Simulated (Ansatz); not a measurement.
Hg (R-3m, No. 166, 1 atom in the cell) was calculated with PBE+SOC in Ansatz (PAW).

Settings: plane-wave cutoff 520 eV, 20×20×20 k mesh, Fermi–Dirac smearing 0.05 eV, PAW data made under PBE.

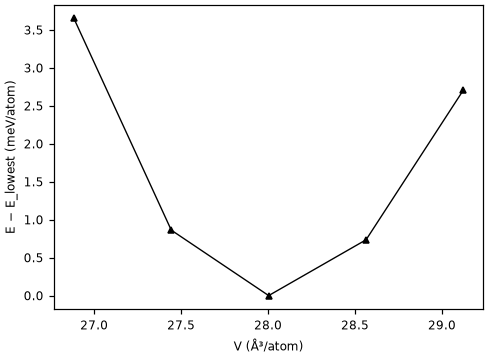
Fig. 1. Total energy against volume

From the curve, estimate the equilibrium volume and the bulk modulus.

V0 ≈ 28.0 Å³/atom and B0 ≈ 22 GPa; the fit gives V0 = 28.006 Å³/atom, B0 = 22.4 GPa, B′ = 9.9.

Shape and atoms are relaxed at each volume.

Note: the relaxation could not lower the start's symmetry, so the cell can be a saddle point above a distorted one; the bulk modulus comes from volumes at which shape and atoms were relaxed.

Static lattice: no zero-point or thermal effects.

Ansatz is a first-principles code.
